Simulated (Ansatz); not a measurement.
Input

```
crystal:
  periodic: [false, false, false]
  atoms:
    - { symbol: F, position_ang: [-2.5604, 0.4799, 0.5165] }
    - { symbol: Si, position_ang: [-1.0017, 0.5696, 0.0084] }
    - { symbol: Si, position_ang: [0.2665, -0.0633, 1.7015] }
    - { symbol: O, position_ang: [-0.7133, -0.4885, -1.3228] }
    - { symbol: As, position_ang: [0.7761, 0.0254, -2.154] }
    - { symbol: H, position_ang: [-0.6684, 1.971, -0.3758] }
    - { symbol: H, position_ang: [1.736, -0.0094, 1.3057] }
    - { symbol: H, position_ang: [-0.0084, -1.423, 2.0968] }
    - { symbol: H, position_ang: [0.0901, 0.8554, 2.8979] }
    - { symbol: H, position_ang: [1.6165, -1.0334, -1.3373] }
    - { symbol: H, position_ang: [0.5325, -0.9406, -3.3164] }
basis:
  gaussian: { orbitals: def2-SVP }
hamiltonian:
  xc: pbe0
  dispersion: d4
relax:
  f_tol: 0.015
  max_steps: 40
output:
  orbitals: {}
```

Launched as:

```sh
ansatz run input.yaml --threads 2 --pin off --max-ram 3072MiB --backend cpu --events-out ev --progress --plain --runs-dir out
```

The fields are those of the relaxed geometry.

Method: RKS PBE0-D4/def2-SVP in Ansatz 0.2.0.

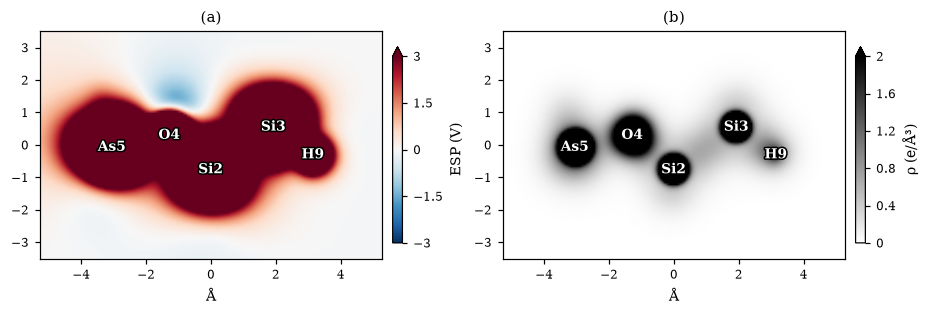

AsFH$_{6}$OSi$_{2}$. (a) electrostatic potential; (b) electron density on the plane of atoms Si2, Si3 and H9.

Question: Interpret the plot.

Answer:
- The plane passes through Si, O, As and H nuclei.
- Si–O (1.65 Å): ρ at the midpoint is about 1.1 e/Å³.
- As–O (1.81 Å): the density is about 0.91 e/Å³ at the midpoint.
- Si–Si (2.34 Å): ρ at the midpoint is about 0.68 e/Å³.
- Si–H (1.50 Å): ρ at the midpoint is about 0.75 e/Å³.
- Outside the dense part of the molecule the potential is most negative (−1.5 V) near O4.
